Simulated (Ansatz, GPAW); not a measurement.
# An In chain with one Pd atom in line: relaxation, then transmission at several levels, part 2 of 3

How well does an In chain with one Pd atom in line conduct once its atoms have relaxed, and how much do cheaper levels lose?

GPAW 26.7.0 and Ansatz 0.2.0; Ansatz plane waves; relaxation of the junction with the lead ends held; PAW set soft_1 (the session's first sound run).

So far. Step 2 (Relaxing the atoms): The relaxation lowered the energy of the cell by 0.210 eV.

## 3. Plane-wave reference (PBE)

Plane waves give the reference curve, free of the bias of atom-centred orbitals.

This step: Ansatz plane waves; Landauer transmission by layers, zero bias; PAW set soft_1 (Ansatz 0.2.0).

input.yaml

```yaml
crystal:
  lattice:
    - [9.0, 0.0, 0.0]
    - [0.0, 9.0, 0.0]
    - [0.0, 0.0, 37.8244]
  atoms:
    - { symbol: In, position: [0.5, 0.5, 0.038995992] }
    - { symbol: In, position: [0.5, 0.5, 0.116987976] }
    - { symbol: In, position: [0.5, 0.5, 0.19497996] }
    - { symbol: In, position: [0.5, 0.5, 0.272971944] }
    - { symbol: In, position: [0.4498734554, 0.4176183976, 0.3513605777] }
    - { symbol: In, position: [0.5177332877, 0.4986157468, 0.4341733832] }
    - { symbol: Pd, position: [0.5785238796, 0.5367383458, 0.5006355951] }
    - { symbol: In, position: [0.513610719, 0.5044894383, 0.5671252172] }
    - { symbol: In, position: [0.4069707114, 0.4775110041, 0.6489318454] }
    - { symbol: In, position: [0.5, 0.5, 0.727028056] }
    - { symbol: In, position: [0.5, 0.5, 0.80502004] }
    - { symbol: In, position: [0.5, 0.5, 0.883012024] }
    - { symbol: In, position: [0.5, 0.5, 0.961004008] }
kpoints:
  mp_grid: { grid: [1, 1, 2] }
hamiltonian:
  xc: pbe
  pseudopotentials: { kind: paw, azcp: { folder: soft_1 } }
scf:
  occupations: { method: fermi_dirac, width: 0.1 }
output:
  transmission:
    leads: [[0, 1]]
    e_range: [-2, 2]
    de: 0.025
    kmesh: [1, 1]
    reduced_basis: true
  write_potential: true
  write_density: true
  volumetric_format: npy
  elf: true
```

The run is started by

```
$ ansatz run input.yaml --threads 4 --pin off --max-ram 8192MiB --backend cpu --events-out ev --progress --plain --runs-dir out
```

Numbers of over 12 decimals in the logs are rounded to 6 here.

The program printed:

```text
[...]
Crystal: 13 atoms, lattice volume = 3063.776 Å³
Basis set: ecut = 420 eV, 59795 PW (Γ)
Bands: 105, of which v1, the nominal top of the filled ones, is band 87 counted from 1 (86 counted from 0)
Symmetry: 1 space group operations
[...]
k-points: 2
[...]
SCF iter   1: F=—  HF=-74134.140771 eV  |F-HF|=—  |Δ(HF+E_count)|=         —  Δρ=1.05e-2  dr2=9.00e0  ethr=3.10e-3  ⟨swp⟩=6.5  Hψ=774  notcnv=0
[...]
SCF iter  13: F=-74132.997261 eV  HF=-74132.997261 eV  |F-HF|=5.03e-8  |Δ(HF+E_count)|=   3.62e-8  Δρ=1.04e-6  dr2=7.37e-8  ethr=5.75e-11  ⟨swp⟩=6.0  Hψ=617  notcnv=0
SCF 1 converged in 13 iterations: F = -74132.997261 eV  dr2 = 7.37e-8
[...]
transmission: 47 of 282 steps passed
transmission: 94 of 282 steps passed
[...]
transmission: 282 of 282 steps passed
WARN: The output density's exchange-correlation potential varies sharply where the density is thin. Do not read a vacuum level from v_tot or v_xc, or from such a field of the output density. On a cell that repeats whose density bears no net charge and no dipole along the vacuum's axis use v_es (v_loc + v_h of the components); under efield.dipole_correction with no amplitude use v_es + v_field, which holds any externa [...]
SCF converged after 13 iterations
Free energy (F): -74132.997261 eV
[...]
Internal energy: -74132.183009 eV  (E = F + TS)
E sigma→0 (E₀):  -74132.590135 eV
Entropy (-TS):   -0.814253 eV (-62.635 meV/atom)
Fermi energy:    -1.836611 eV
[...]
--- Band table (eV) ---
  k-point 0: bands = [... 83 lower, -2.1857, -1.9846, -1.9565, -1.8715, -1.8647, -1.7588, -1.6011, -1.5062, ... 14 higher]
  k-point 1: bands = [... 83 lower, -1.9923, -1.9803, -1.9112, -1.9016, -1.7608, -1.7466, -1.6655, -1.5840, ... 14 higher]
--- Transmission ---
  basis      : 717 plane waves across, 47 finite elements along
  points     : 1, standing for a mesh of 1 x 1
  filling    : by the input's occupations and mesh, since the crystals that have channels conduct as metals do. If one of these is a semiconductor, that mesh has misplaced its level
  energies   : 161 from -2.000000 to 2.000000 eV about the Fermi level, 0.025000 eV apart; the leads are filled to 0.000000 eV, and channels, transmission and decay are at 0.000000 eV
  crystal 0  : In1, at the sites [0, 1], period 2.9500 Å, over 23.60 Å; its Hamiltonian steps by up to 13.5 meV
    offset         : up to 0.0000 Å between an atom of the period and one for which it stands
    filled         : 24.8 meV over the level at which it is neutral
    channels       : 3.000000e0 a spin
    conductance    : 2.8680e14 S/m² at 300 K; may be off by some 0.0 % by where its bands' edges are placed, 0.1 % from the distance to neutral
  junction   : crystal 0 to crystal 0, 0.00 to 34.87 Å
    transmission   : 1.008566e0 a spin
    error estimate : 4.082833e-4 a spin from the reduction of the transverse basis, at the most 2.187984e-3 at -0.125000 eV
    conductance    : 9.6854e13 S/m² at 300 K (9.6850e13 on every other energy)
    error estimate : 0.0 % from the energy spacing and 0.0 % from band edges of the leads and from resonances (wavevectors taken as independent; lower de), 0.1 % from the reduction of the transverse basis, 0.4 % from the steps of its leads' Hamiltonians or their offsets (lay more layers), 0.2 % from the distance to neutral
    resistance     : 6.8385e-3 Ω µm² beyond half of each lead's own
```

It took 99 s on 4 threads of Arm Neoverse V2, shared host; peak memory 3.5 GiB; 4.7 min of CPU time.

The column dr2 measures how far the density is from self-consistency, as an energy; F and HF (Harris–Foulkes) agree once it is small.

Numbers from this step:

```yaml
lead_level: 0 eV from the Fermi level
transmission_at_the_fermi_level_one_spin: 1.009
open_channels_of_the_lead_at_the_fermi_level_one_spin: 3
step_of_the_potential_along_the_lead: 13.5 meV
offset_of_the_lead: 0 Å
filling_of_the_lead_less_its_bulk_value_in_size: 24.8 meV
conductance: 1.013 G₀
```

One spin. Transmission, zone mean against energy, zero at the Fermi level:

```csv
energy (eV),"transmission, zone mean"
-2.0000,0.00331
-1.7500,0
-1.5000,0
-1.2500,0.00352
-1.0000,0.0102
-0.7500,0.428
-0.5000,0.996
-0.2500,0.691
0.0000,1.01
0.2500,1.21
0.5000,1.86
0.7500,2.25
1.0000,2.37
1.2500,2.48
1.4000,2.51
1.5000,2.50
1.7500,2.29
2.0000,1.79
```

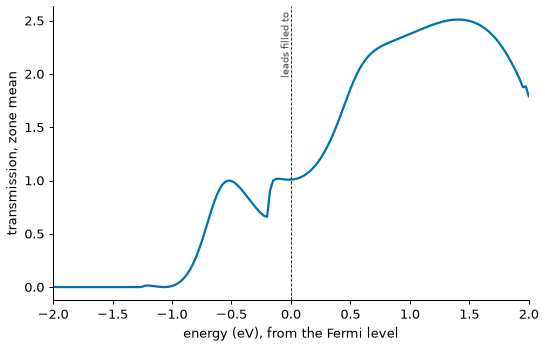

Transmission, zone mean against energy.

One spin. Table of open channels, zone mean by energy, zero at the Fermi level:

```csv
energy (eV),"open channels, zone mean"
-2.000,1
-1.800,0
-1.600,0
-1.400,0
-1.200,1
-1.000,1
-0.800,1
-0.600,1
-0.400,1
-0.200,1
0.000,3
0.200,3
0.400,3
0.600,3
0.800,3
1.000,3
1.200,3
1.400,3
1.600,3
1.800,3
2.000,3
```

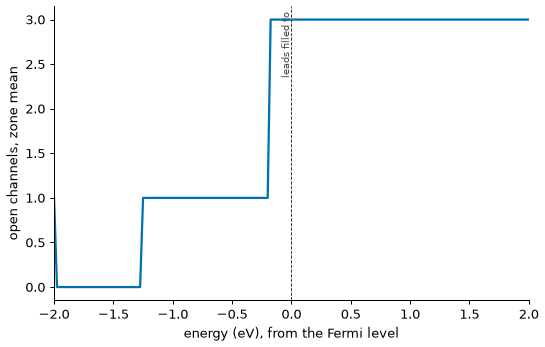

Open channels, zone mean, plotted against energy.

Crystal 0, spin -, k parallel (0, 0); distinct values, listed up to 1.5 1/Å. Im kz of the slowest decaying states against energy, zero at the Fermi level:

```csv
energy (eV),decay 1 (Å⁻¹),decay 2 (Å⁻¹),decay 3 (Å⁻¹),decay 4 (Å⁻¹)
-2.0000,0.629,0.629,1.10,1.22
-1.7500,0.0379,0.586,0.587,1.07
-1.5000,0.0374,0.540,0.540,1.04
-1.2500,0.488,0.488,1.01,1.14
-1.0000,0.429,0.429,0.972,1.11
-0.7500,0.359,0.359,0.937,1.08
-0.5000,0.269,0.270,0.900,1.05
-0.2500,0.125,0.126,0.862,1.01
0.0000,0.822,0.979,1.10,1.10
0.2500,0.780,0.945,1.07,1.07
0.5000,0.736,0.909,1.04,1.04
0.7500,0.689,0.871,1.01,1.01
1.0000,0.638,0.832,0.982,0.982
1.2500,0.583,0.791,0.950,0.950
1.5000,0.523,0.748,0.917,0.917
1.7500,0.454,0.702,0.880,0.883
2.0000,0.374,0.653,0.841,0.847
```

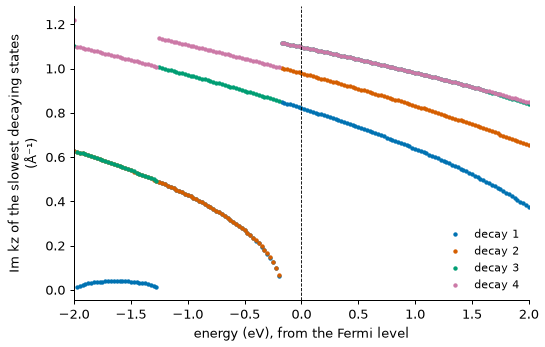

Im kz of the slowest decaying states, plotted against energy.

Crystal 0, spin -, k parallel (0, 0). Re kz of states that move upwards against energy, zero at the Fermi level:

```csv
energy (eV),channel 1 (Å⁻¹),channel 2 (Å⁻¹),channel 3 (Å⁻¹)
-2.000,1.06,-,-
-1.500,-,-,-
-1.000,-1.01,-,-
-0.500,-0.957,-,-
0.000,-0.907,0.205,0.206
0.500,-0.860,0.401,0.401
1.000,-0.815,0.532,0.532
1.500,-0.771,0.641,0.641
2.000,-0.729,0.738,0.738
```

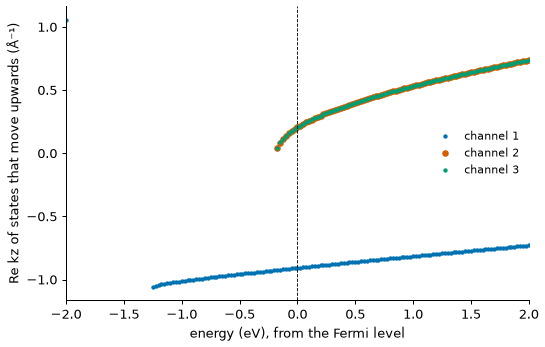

Re kz of states that move upwards against energy.

The electrostatic potential energy of an electron (with the applied field's), less the Fermi level, planar mean oscillates, so the rows of the table below give means over windows of 2.96 Å about each position, cut where the curve ends. Its maxima inside the range that stand out by 2 % of the span (Å: eV): 3.0: 3.28, 5.9: 3.27, 8.9: 3.24, 11.8: 3.16, 14.8: 3.05, 17.9: 3.32, 19.9: 3.31, 23.0: 3.05, 26.0: 3.16, 29.0: 3.24, 31.9: 3.27, 34.9: 3.28. Its minima: 1.5: 1.63, 4.4: 1.62, 7.4: 1.60, 10.3: 1.55, 13.3: 1.39, 16.4: 1.36, 18.9: 1.94, 21.4: 1.38, 24.5: 1.41, 27.5: 1.56, 30.4: 1.61, 33.4: 1.62, 36.3: 1.63.

Electrostatic potential energy of an electron (with the applied field's), less the Fermi level, planar mean against z; means over each step:

```csv
z (Å),"electrostatic potential energy of an electron (with the applied field's), less the Fermi level, planar mean (eV)"
1.48,2.50
4.44,2.49
7.40,2.48
10.36,2.42
13.32,2.28
16.28,2.29
19.24,2.75
22.20,2.28
25.16,2.32
28.12,2.44
31.08,2.48
34.04,2.49
37.00,2.26
```

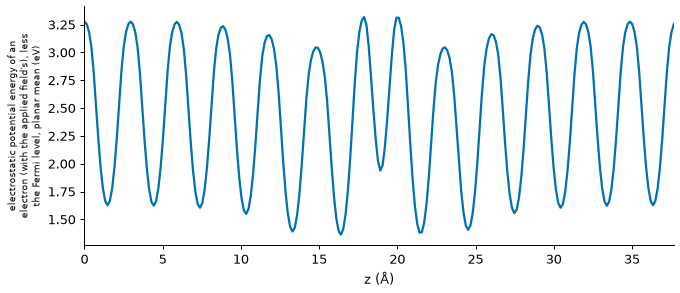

Electrostatic potential energy of an electron (with the applied field's), less the Fermi level, planar mean, plotted against z.

The valence density, planar mean oscillates, so the rows of the table below give means over windows of 2.96 Å about each position, cut where the curve ends. Its maxima inside the range that stand out by 2 % of the span (Å: e/Å³): 1.5: 0.140, 4.4: 0.140, 7.4: 0.140, 10.3: 0.140, 13.3: 0.140, 16.4: 0.138, 18.9: 0.218, 21.4: 0.138, 24.5: 0.139, 27.5: 0.140, 30.4: 0.140, 33.4: 0.140, 36.3: 0.140. Its minima: 3.0: 0.0116, 5.9: 0.0118, 8.9: 0.0118, 11.8: 0.0116, 14.9: 0.00964, 17.6: 0.0169, 20.2: 0.0167, 23.0: 0.01000, 26.0: 0.0118, 29.0: 0.0118, 31.9: 0.0118, 34.9: 0.0116.

Valence density, planar mean against z; means over each step:

```csv
z (Å),"valence density, planar mean (e/Å³)"
1.48,0.0542
4.44,0.0543
7.40,0.0543
10.36,0.0543
13.32,0.0538
16.28,0.0537
19.24,0.0806
22.20,0.0524
25.16,0.0542
28.12,0.0544
31.08,0.0543
34.04,0.0543
37.00,0.0689
```

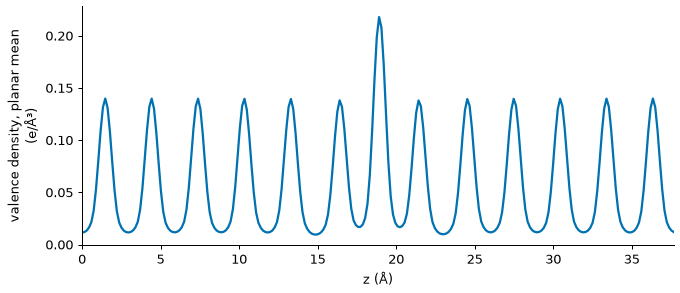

Valence density, planar mean against z.

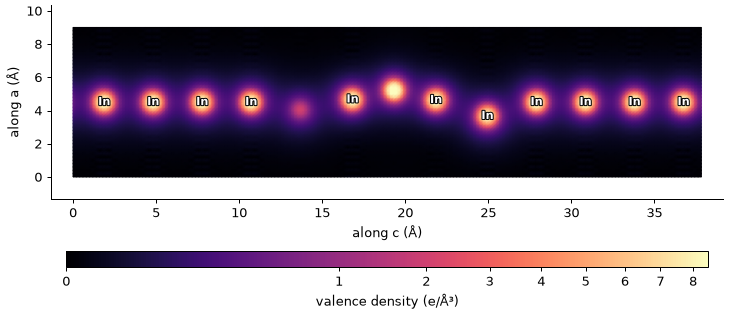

Valence density in the ca plane at fractional y = 0.499, with atoms of In within 0.2 Å of it. It is the smooth field of the valence electrons, not physical close to the nuclei. The colour scale is stretched toward low values.

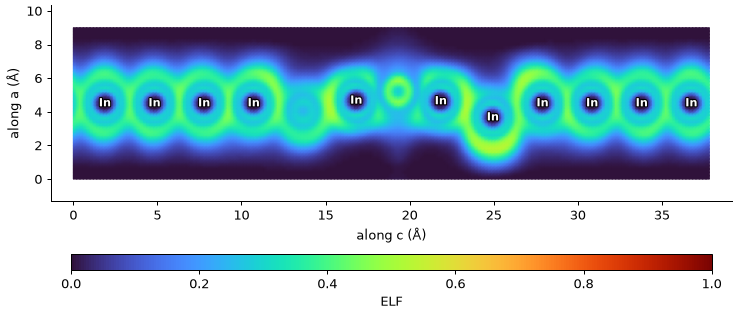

ELF in the ca plane at fractional y = 0.499, with atoms of In within 0.2 Å of it. It is the smooth field of the valence electrons, not physical close to the nuclei.

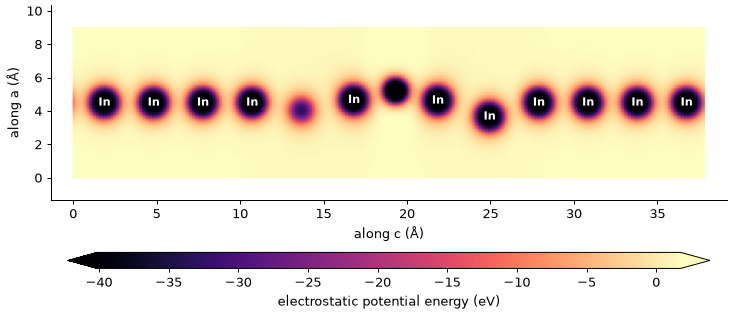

Electrostatic potential energy in the ca plane at fractional y = 0.499, with atoms of In within 0.2 Å of it. With pseudopotentials it is smooth inside the atoms' cores, unlike the true potential.

T at the Fermi level is 1.01 of 3 open channels a spin.

## 4. GPAW, dzp

The script solves lead and junction separately, takes H and S in the orbital basis, and joins semi-infinite leads through their self-energies; the dzp basis is the working standard.

This step: GPAW LCAO, PAW setups; Landauer transmission from Green's functions with principal layers (ASE), zero bias (GPAW 26.7.0).

run.py

```python
import json
import numpy as np
from ase import Atoms
from ase.transport.calculators import TransportCalculator
from gpaw import GPAW, FermiDirac
from gpaw.lcao.tools import get_lcao_hamiltonian
from scipy.linalg import eigh

# The junction with lead layers at both ends, along the third cell vector
device = Atoms(
    ['In', 'In', 'In', 'In', 'In', 'In', 'Pd', 'In', 'In', 'In', 'In', 'In', 'In'],
    positions=[
        [4.50000, 4.50000, 1.47500],
        [4.50000, 4.50000, 4.42500],
        [4.50000, 4.50000, 7.37500],
        [4.50000, 4.50000, 10.32500],
        [4.04886, 3.75857, 13.29000],
        [4.65960, 4.48754, 16.42235],
        [5.20671, 4.83065, 18.93624],
        [4.62250, 4.54040, 21.45117],
        [3.66274, 4.29760, 24.54546],
        [4.50000, 4.50000, 27.49940],
        [4.50000, 4.50000, 30.44940],
        [4.50000, 4.50000, 33.39940],
        [4.50000, 4.50000, 36.34940]],
    cell=[[9.0, 0.0, 0.0], [0.0, 9.0, 0.0], [0.0, 0.0, 37.8244]],
    pbc=True)

# One principal layer of the lead: the first 3 atoms of the device
lead = Atoms(
    ['In', 'In', 'In'],
    positions=[
        [4.50000, 4.50000, 1.47500],
        [4.50000, 4.50000, 4.42500],
        [4.50000, 4.50000, 7.37500]],
    cell=[[9.0, 0.0, 0.0], [0.0, 9.0, 0.0], [0.0, 0.0, 8.85]],
    pbc=True)

settings = dict(mode='lcao', basis='dzp', xc='PBE', h=0.2,
                occupations=FermiDirac(0.1), maxiter=250,
                mixer=dict(beta=0.1, nmaxold=8, weight=100.0),
                convergence=dict(density=0.0001))
energies = np.arange(-2, 2 + 1e-9, 0.025)
eta = 0.0001
n1, n2 = 1, 1
# k and -k transmit alike, so half of the mesh across the current serves
mesh = [(i, j) for i in range(n1) for j in range(n2) if (i, j) <= (-i % n1, -j % n2)]
weights = np.array([1 if (i, j) == (-i % n1, -j % n2) else 2 for i, j in mesh]) / (n1 * n2)

# [... helper functions left out ...]
fermi_lead = ground_state(lead, (1, 1, 13), 'lead.txt')
fermi_device = ground_state(device, (1, 1, 2), 'device.txt')
# [... loop over the mesh left out, but for ...]
        # Shift the lead onto the potential of the device's first layer
        shift = ((H[:, 0, 0] - H0[:, 0, 0]) / S0[0, 0]).real.mean()
# [...]
kT = 8.617333e-5 * 300
bias = [0.1, 0.2, 0.5, 1.0, 1.5, 2.0]
# [... integrals and printing left out ...]
```

The run is started by

```
$ OMP_NUM_THREADS=1 OPENBLAS_NUM_THREADS=1 python run.py
```

The program printed:

```text
basis functions: device 303, principal layer 69
Fermi level: lead -2.2014 eV, device -2.1368 eV; lead shifted by -0.0060 eV
largest coupling past the next layer 1.88e-06 eV, largest misfit of the first layer 0.022 eV
  E-E_F (eV)   T (one spin)  [channel counts left out]
    -2.000    2.2936e-02
    -1.975    1.9505e-04
    -1.950    5.4260e-08
    -1.925    2.4446e-08
    -1.900    1.2699e-08
    -1.875    8.7950e-08
    -1.850    2.8418e-07
    -1.825    1.5939e-06
    -1.800    3.4998e-07
    -1.775    4.1273e-08
    -1.750    1.3229e-08
    -1.725    6.0719e-09
    -1.700    3.3914e-09
    -1.675    2.1545e-09
    -1.650    1.5037e-09
    -1.625    1.1302e-09
[...]
1.825    2.1149e+00
     1.850    2.0309e+00
     1.875    2.0312e+00
     1.900    1.9831e+00
     1.925    1.9341e+00
     1.950    1.8841e+00
     1.975    1.8335e+00
     2.000    1.7828e+00
conductance at 300 K: 1.0116 G0 a cell; thermopower -1.811 uV/K
current from the zero-bias T(E) at 0.1 V: 7.8524 uA
current from the zero-bias T(E) at 0.2 V: 15.775 uA
current from the zero-bias T(E) at 0.5 V: 39.314 uA
current from the zero-bias T(E) at 1.0 V: 87.604 uA
current from the zero-bias T(E) at 1.5 V: 140.42 uA
current from the zero-bias T(E) at 2.0 V: 186.69 uA
```

Run time: 94 s. Hardware: 1 thread; peak memory 1.3 GiB.

Numbers from this step:

```
conductance                                    : 1.012 G₀
largest coupling past the next principal layer : 1.88e-6 eV
largest misfit of the first principal layer    : 0.02155 eV
shift that aligns the lead                     : -0.005992 eV
basis functions of the junction                : 303
basis functions of a principal layer           : 69
transmission at the Fermi level (one spin)     : 1.006
```

One spin. The transmission, zone mean by energy, zero at the Fermi level:

```csv
energy (eV),"transmission, zone mean"
-2.0000,0.0229
-1.7500,1.3e-8
-1.5000,6.1e-10
-1.2500,0.00535
-1.1000,0.392
-1.0000,0.00883
-0.7500,0.168
-0.5000,0.966
-0.4500,0.998
-0.2500,0.742
0.0000,1.01
0.2500,1.27
0.5000,1.95
0.7500,2.29
1.0000,2.38
1.2500,2.44
1.3500,2.45
1.5000,2.43
1.7500,2.23
2.0000,1.78
```

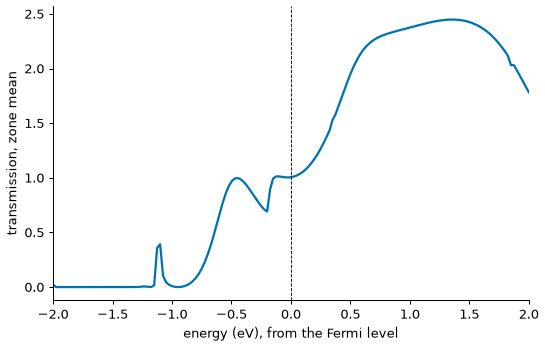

Transmission, zone mean, plotted against energy.

Not self-consistent under bias; the bias window is split evenly. Table of current through one cell, from the zero-bias transmission by bias:

```csv
bias (V),"current through one cell, from the zero-bias transmission (μA)"
0.100,7.85
0.200,15.8
0.500,39.3
1.000,87.6
1.500,140
2.000,187
```

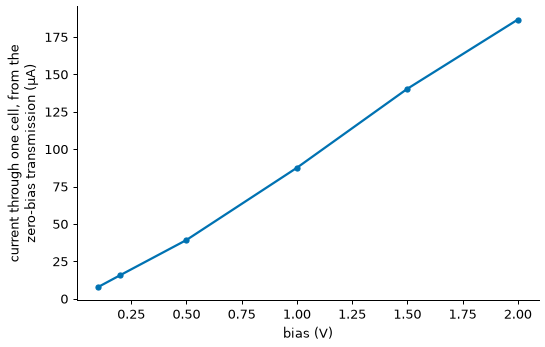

Current through one cell, from the zero-bias transmission, plotted against bias.

Transmission of the three most open eigenchannels against energy, zero at the Fermi level:

```csv
energy (eV),channel 1,channel 2,channel 3
-2.000,0.0229,0,0
-1.800,3.5e-7,0,0
-1.600,9.0e-10,0,0
-1.400,8.9e-10,0,0
-1.200,0.00234,0,0
-1.000,0.00883,0,0
-0.800,0.0832,0,0
-0.600,0.670,0,0
-0.400,0.966,0,0
-0.200,0.692,3.1e-10,9.4e-11
0.000,0.913,0.0849,0.00774
0.200,0.818,0.298,0.0609
0.400,0.739,0.564,0.352
0.600,0.806,0.701,0.651
0.800,0.907,0.787,0.620
1.000,0.893,0.864,0.619
1.200,0.929,0.851,0.649
1.400,0.960,0.847,0.640
1.600,0.943,0.900,0.533
1.800,0.942,0.830,0.384
2.000,0.956,0.581,0.245
```

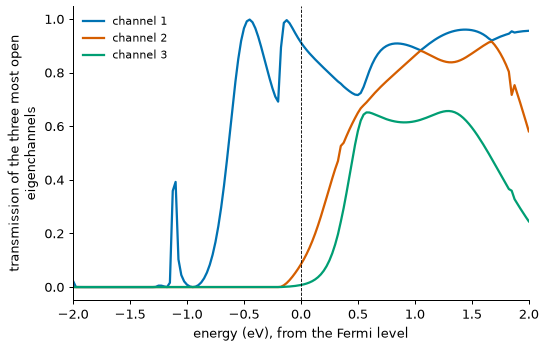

Transmission of the three most open eigenchannels against energy.

At the Fermi level T is 1.01 against 1.01 in plane waves. Couplings past the next layer reach 1.9e-6 eV, small enough to drop; the matrix elements of the cell's first layer differ from the bulk lead's by up to 0.022 eV. That layer keeps its own values in the calculation, and only beyond it is the lead taken as perfect. The Fermi levels of lead and junction count from different zeros of potential, one for each periodic cell; with both set to zero, the small remaining shift is what aligns them. By hand: G = 1.012 × 77.48 μS = 78.4 μS, a resistance of 12.8 kΩ; at 0.1 V a linear junction would pass 7.84 μA, and the integral over the bias window gives 7.85 μA.

(Part 2 of 3 ends here.)

[Logs are printed without paths, hosts, clocks, repeated set-up lines and the standing remarks that a program may print on its own settings, such as how far it seeks lower states.]

[Hosts, paths, dates, database ids (printed as entryN), source tags and the programs' standing remarks are cut or masked in the printed files.]
